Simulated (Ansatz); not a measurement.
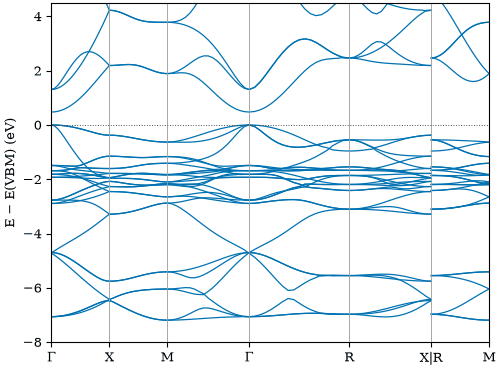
Figure: Band structure from the program Ansatz at the PBE level (PAW)

Problem. Read off the gap and where the band edges lie.

Solution. About 0.5 eV (0.48 eV by a search for the band edges); maximum at Γ, minimum at Γ.

The material is Cu2O in space group Pn-3m (No. 224; Cu on 4c, O on 2a).

The PBE relaxation kept the symmetry of its start. No spin polarisation was allowed. No Hubbard U is applied.

Potentials: the later of the program's two PAW sets.
